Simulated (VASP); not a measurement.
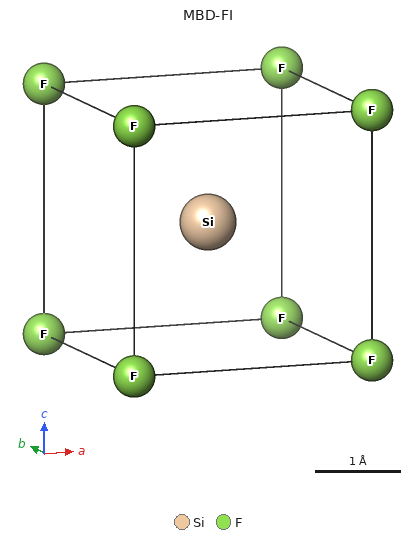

Solid SiF (a generated structure, set up in Pm-3m), relaxed (cell and atoms) with several dispersion corrections. The picture shows the result with MBD-FI. The picture is a ball-and-stick view of the cell of the calculation, seen slightly off an axis.

Computed with VASP 6.6.1: PBE, VASP PAW PBE potentials, recommended. (plane-wave cutoff 600 eV; k-point mesh 9 × 9 × 9; occupations fermi-dirac; smearing width 0.05 eV; no spin polarisation)

```
dispersion correction  volume (Å³/atom)  a (Å)
               MBD-FI            13.546  3.003
                   D2            13.715  3.016
               D3(BJ)                 ?      ?
                TS-HI            13.512  3.001
                   TS            13.597  3.007
                  MBD            13.552  3.004
                rVV10            13.695  3.014
                 dDsC            13.368  2.990
                   D3            13.754  3.019
                   D4            13.862  3.027
```

**Estimate the missing row from the others, and compare with the calculation.**

With D3(BJ) the volume falls between MBD (13.552) and TS (13.597). The calculation gives 13.590 Å³/atom (a = 3.007 Å). Left out of the table: none, which met the thresholds at the start cell and never moved. In order of volume: dDsC < TS-HI < MBD-FI ≈ MBD < D3(BJ) < TS < rVV10 < D2 < D3 < D4; the spread is 3.7 %.
